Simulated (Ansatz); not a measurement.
Pulling on the Te1–F2 bond in FHOTe (SMILES O[Te]F) (multiplicity 1 held, fragments rigid). Energies count from the point at 1.925 Å.
Geometry at that point (charge 0, multiplicity 1):
```xyz
4

Te     0.1195     0.0429     0.3093
F     -1.0755     1.1330    -0.7345
O      0.3087    -1.4058    -0.9812
H      0.9930    -1.1827    -1.6249
```

U- levels take the lowest unrestricted solution at each point, which mixes spins at long bonds. Active spaces are followed from a long bond inwards. Curves can end on different states.

Cores are frozen in the correlated methods. Filled d and f shells under p-block atoms count as core.

The values were computed with Ansatz (Gaussian basis) for Hartree–Fock, density functionals and correlated methods. Each number belongs to the level named beside it. In def2 rows elements past Kr take small-core potentials, without spin–orbit coupling.

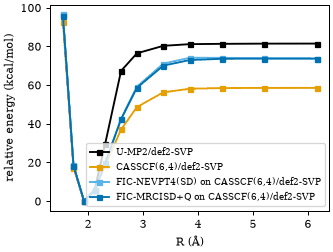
Figure. Relative energy along the coordinate

### Question
Read off the CASSCF(6,4)/def2-SVP curve at R = 3.369.

### Answer
about 56 kcal/mol

Doubts at one or more of the structures used: a spin-contaminated determinant (U-MP2/def2-SVP); active orbitals that take no part (CASSCF(6,4)/def2-SVP, FIC-NEVPT4(SD) on CASSCF(6,4)/def2-SVP, FIC-MRCISD+Q on CASSCF(6,4)/def2-SVP).

Ansatz is a program for electronic structure.
